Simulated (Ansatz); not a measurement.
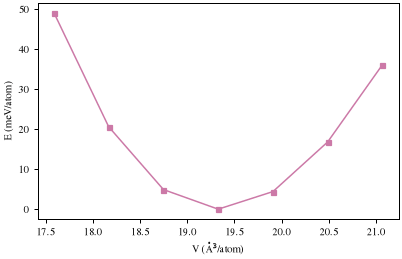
Figure. YCu (CsCl type, Pm-3m) under volume change, plane-wave PAW LDA (Ansatz code), scaled uniformly.

Task: What does a third-order Birch–Murnaghan fit give for V₀, B₀ and B′?

Result: V₀ = 19.33 Å³/atom, B₀ = 85.6 GPa, B′ = 4.1.

The workflow started from a Materials Project entry (that database holds measured and hypothetical structures alike); the Crystallography Open Database copy checked does not list it. Its standing as an ambient phase is unchecked. The cell was relaxed with LDA under the symmetry of its start; its stability against distortions is not shown here. No spin polarisation was allowed.

Potentials: the later of the program's two PAW sets.
